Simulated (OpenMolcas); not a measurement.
**Run report: Ru³⁺ complex, multiconfigurational calculation (part 2 of 2)**

Continued. System: Ru³⁺ with 6 ligands (Cl; tetragonal octahedron, 2.28 Å), neutralised by 6 outer point charges of +0.5 e, whose field is part of the energies. Method: state-averaged CASSCF, active space 5 electrons in the shell 4d, basis ANO-RCC-VDZP on the metal and ANO-RCC-VDZP on the ligands, DKH2 scalar Hamiltonian, spin-orbit coupling by RASSI with atomic mean-field integrals (OpenMolcas).

Output (extracts), continued:
```
--- RASSI ---
SPIN-FREE ENERGIES:
  (Shifted by EMIN (a.u.) =      -7293.8862210617)

 SF State       Relative EMIN(au)   Rel lowest level(eV)    D:o, cm**(-1)

    26             0.0000000000        0.0000000000              0.0000
    27             0.0003862194        0.0105095652             84.7654
    28             0.0003862194        0.0105095652             84.7654
     1             0.0338417036        0.9208796678           7427.3954
     2             0.0351445815        0.9563327810           7713.3441
     3             0.0379794018        1.0334721722           8335.5152
     4             0.0379794024        1.0334721886           8335.5153
     5             0.0590152394        1.6058864742          12952.3479
     6             0.0590152402        1.6058864963          12952.3481
     7             0.0624770400        1.7000868671          13712.1253
    29             0.0772897709        2.1031618094          16963.1440
    30             0.0795848053        2.1656128776          17466.8458
    31             0.0795848060        2.1656128959          17466.8460
    32             0.0833705348        2.2686278233          18297.7174
    33             0.0897700311        2.4427669887          19702.2445
    34             0.0921180757        2.5066605380          20217.5807
    35             0.0921180763        2.5066605540          20217.5808
    36             0.0991406719        2.6977551164          21758.8624
    37             0.0995884993        2.7099411190          21857.1492
    38             0.1168940328        3.1808486773          25655.2748
    39             0.1168940338        3.1808487041          25655.2750
    40             0.1203525420        3.2749595054          26414.3298
    41             0.1214417846        3.3045993073          26653.3909
    42             0.1214417859        3.3045993427          26653.3912
     8             0.1220354209        3.3207529749          26783.6790
    43             0.1241218422        3.3775273890          27241.5956
     9             0.1258940280        3.4257510218          27630.5454
    10             0.1259949942        3.4284984513          27652.7049
    44             0.1366932543        3.7196129402          30000.7016
    12             0.1414793644        3.8498496301          31051.1313
    11             0.1414793644        3.8498496301          31051.1313
    13             0.1418163136        3.8590184847          31125.0831
    14             0.1468964020        3.9972547340          32240.0337
    15             0.1472469918        4.0067947669          32316.9792
    45             0.1531981874        4.1687350504          33623.1157
    46             0.1557671821        4.2386409573          34186.9449
    47             0.1646705954        4.4809151737          36141.0182
    48             0.1742204898        4.7407810387          38236.9778
    49             0.1742204898        4.7407810387          38236.9778
    50             0.1744093958        4.7459214330          38278.4378
Eigenvalues of complex Hamiltonian:
   -----------------------------------
  (Shifted by EMIN (a.u.) =      -7293.8862210617)

 SO State       Relative EMIN(au)   Rel lowest level(eV)    D:o, cm**(-1)

     1            -0.0067157575        0.0000000000              0.0000
     2            -0.0067157575        0.0000000000              0.0000
     3             0.0014881319        0.2232392031           1800.5456
     4             0.0014881319        0.2232392031           1800.5456
     5             0.0017359709        0.2299832465           1854.9400
     6             0.0017359709        0.2299832465           1854.9400
     7             0.0278435109        0.9404056007           7584.8827
     8             0.0278435109        0.9404056007           7584.8827
     9             0.0285288852        0.9590555864           7735.3050
    10             0.0285288852        0.9590555864           7735.3050
    11             0.0289575511        0.9707201801           7829.3863
    12             0.0289575511        0.9707201801           7829.3863
    13             0.0363825109        1.1727636277           9458.9766
    14             0.0363825109        1.1727636277           9458.9766
    15             0.0372711291        1.1969441604           9654.0057
    16             0.0372711291        1.1969441604           9654.0057
    17             0.0380973206        1.2194259785           9835.3338
    18             0.0380973206        1.2194259785           9835.3338
    19             0.0405574085        1.2863683796          10375.2607
    20             0.0405574085        1.2863683796          10375.2607
    21             0.0412410016        1.3049698950          10525.2920
    22             0.0412410016        1.3049698950          10525.2920
    23             0.0419419689        1.3240441863          10679.1366
    24             0.0419419689        1.3240441863          10679.1366
    25             0.0582905533        1.7689118333          14267.2361
    26             0.0582905533        1.7689118333          14267.2361
    27             0.0584415062        1.7730194704          14300.3664
    28             0.0584415062        1.7730194704          14300.3664
    29             0.0586073950        1.7775335346          14336.7748
    30             0.0586073950        1.7775335346          14336.7748
    31             0.0588184117        1.7832755899          14383.0876
    32             0.0588184117        1.7832755899          14383.0876
    33             0.0621255759        1.8732681136          15108.9263
    34             0.0621255759        1.8732681136          15108.9263
    35             0.0622583810        1.8768819246          15138.0736
    36             0.0622583810        1.8768819246          15138.0736
    37             0.0754568079        2.2360294167          18034.7935
    38             0.0754568079        2.2360294167          18034.7935
    39             0.0773681230        2.2880389507          18454.2787
    40             0.0773681230        2.2880389507          18454.2787
    41             0.0806194556        2.3765122176          19167.8637
Weights of the five most important spin-orbit-free states for each spin-orbit state.

 SO State  Total energy (au)           Spin-free states, spin, and weights
 -------------------------------------------------------------------------------------------------------
    1        -0.006716      26 0.5  0.3423   27 0.5  0.3108   28 0.5  0.3108    2 1.5  0.0105    3 1.5  0.0096
    2        -0.006716      26 0.5  0.3423   27 0.5  0.3108   28 0.5  0.3108    2 1.5  0.0105    3 1.5  0.0096
    3         0.001488      26 0.5  0.6282   28 0.5  0.1722   27 0.5  0.1722    2 1.5  0.0076    3 1.5  0.0067
    4         0.001488      26 0.5  0.6282   28 0.5  0.1722   27 0.5  0.1722    2 1.5  0.0076    3 1.5  0.0067
    5         0.001736      27 0.5  0.4868   28 0.5  0.4868    2 1.5  0.0079    3 1.5  0.0057    4 1.5  0.0057
    6         0.001736      27 0.5  0.4868   28 0.5  0.4868    2 1.5  0.0079    3 1.5  0.0057    4 1.5  0.0057
    7         0.027844       1 2.5  0.5316    2 1.5  0.3278    3 1.5  0.0613    4 1.5  0.0613   28 0.5  0.0047
    8         0.027844       1 2.5  0.5316    2 1.5  0.3278    3 1.5  0.0613    4 1.5  0.0613   28 0.5  0.0047
    9         0.028529       1 2.5  0.5956    2 1.5  0.1849    4 1.5  0.1003    3 1.5  0.1003   27 0.5  0.0069
   10         0.028529       1 2.5  0.5956    2 1.5  0.1849    4 1.5  0.1003    3 1.5  0.1003   27 0.5  0.0069
   11         0.028958       1 2.5  0.6423    3 1.5  0.1553    4 1.5  0.1553    2 1.5  0.0284   26 0.5  0.0099
   12         0.028958       1 2.5  0.6423    3 1.5  0.1553    4 1.5  0.1553    2 1.5  0.0284   26 0.5  0.0099
```

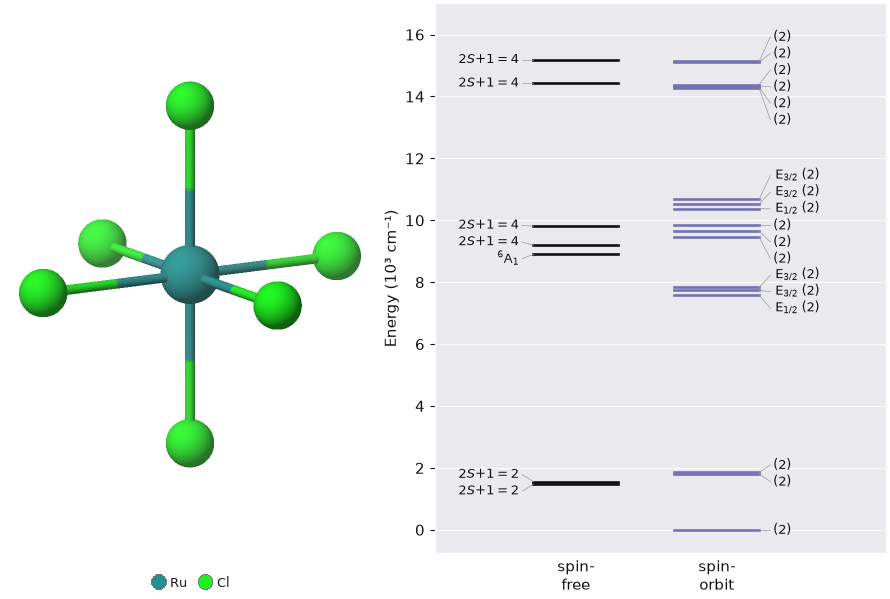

Ru³⁺ (4d⁵) with 6 ligands, Cl⁻, at 2.28 Å (arrangement: tetragonal octahedron, D4h), axial distortion 1.01, neutralised by outer point charges of +0.5 e, and its levels. Labels give the representation in O, Td, D4 or D3 as the site allows (double group for half-integer spin) where it could be assigned and, in brackets, the degeneracy; spin-free states, where drawn, share the zero of the spin-orbit levels. The ground level is a Kramers doublet, 97 % from states of spin multiplicity 2. Its principal g values are 1.94, 2.16 and 2.16. The next level lies at 1,800 cm⁻¹. The active orbitals hold 69 to 87 % metal character (Löwdin), and the Mulliken charge of the metal is +0.79.

The input:
```
&GATEWAY
Coord
7

Ru 0.0 0.0 0.0
Cl 2.280000 0.000000 0.000000
Cl 0.000000 2.280000 0.000000
Cl -2.280000 0.000000 0.000000
Cl 0.000000 -2.280000 0.000000
Cl 0.000000 0.000000 2.302800
Cl 0.000000 0.000000 -2.302800
Basis=Ru.ANO-RCC-VDZP,Cl.ANO-RCC-VDZP
Group=XYZ
NoMove
AngMom=0.0 0.0 0.0
AMFI
RICD
XField
3 Angstrom 0
5.080000 0.000000 0.000000 0.500000
0.000000 5.080000 0.000000 0.500000
0.000000 0.000000 5.102800 0.500000
&SEWARD
&RASSCF
FileOrb=start.orb
Symmetry=1
Spin=6
nActEl=5 0 0
Inactive=36 36
Ras2=5 0
CIRoot=1 1 1
SDav=1
CIMx=300
Iter=150 100
PrWF=0.3
OrbListing=Nothing
MaxOrb=0
LevShft=1.0
>>> COPY $Project.JobIph JOB001
&RASSCF
FileOrb=start.orb
Symmetry=1
Spin=4
nActEl=5 0 0
Inactive=36 36
Ras2=5 0
CIRoot=24 24 1
SDav=24
CIMx=300
Iter=150 100
PrWF=0.3
OrbListing=Nothing
MaxOrb=0
LevShft=1.0
>>> COPY $Project.JobIph JOB002
&RASSCF
FileOrb=start.orb
Symmetry=1
Spin=2
nActEl=5 0 0
Inactive=36 36
Ras2=5 0
CIRoot=75 75 1
SDav=75
CIMx=300
Iter=150 100
PrWF=0.3
OrbListing=Nothing
MaxOrb=0
LevShft=1.0
>>> COPY $Project.JobIph JOB003
&RASSI
NrOfJobIphs=3 1 24 75
1
1 2 3 4 5 6 7 8 9 10 11 12 13 14 15 16 17 18 19 20 21 22 23 24
1 2 3 4 5 6 7 8 9 10 11 12 13 14 15 16 17 18 19 20 21 22 23 24 25 26 27
28 29 30 31 32 33 34 35 36 37 38 39 40 41 42 43 44 45 46 47 48 49 50 51
52 53 54 55 56 57 58 59 60 61 62 63 64 65 66 67 68 69 70 71 72 73 74 75
IphNames
JOB001
JOB002
JOB003
EJob
SpinOrbit
DIPRint=1.0
SOCoupling=1000.0
Subsets=2
Property=9
'ANGMOM' 1 'ANGMOM' 2 'ANGMOM' 3 'MLTPL  1' 1 'MLTPL  1' 2 'MLTPL  1' 3
'AMFI' 1 'AMFI' 2 'AMFI' 3
SOProperty=3
'ANGMOM' 1 'ANGMOM' 2 'ANGMOM' 3
```

The file start.orb holds starting orbitals from an earlier step. A driver script formed the levels outside the program, from RASSI's spin-orbit matrix and the active-space energies, averaged over the components of each term or state.

Run as:
```bash
OMP_NUM_THREADS=1 MOLCAS_MEM=2457 MOLCAS_PROJECT=a pymolcas a.inp > a.log  # once for each step of the input, in one work folder
```

Key numbers:

```
                                 quantity                                                                 value
                                  outcome                                                             converged
      energy of the lowest spin-free term                                                   −7293.88622 hartree
    energy of the lowest spin-orbit level                                                   −7293.89294 hartree
largest spread among components of a term                                                              0.0 cm⁻¹
                                 hardware  1 thread of Arm Neoverse V2, 24 GiB of memory available, shared host
                                wall time                                                                  50 s
                              peak memory                                                              0.38 GiB
```

Notes:

Without dynamic correlation the splittings between terms come out too large, often by 20 to 50 %. Limits: small active space favours high spin, ground spin may be wrong; covalent bonds, ligand orbitals missing from the active space; distances are set from ionic radii, not optimised.
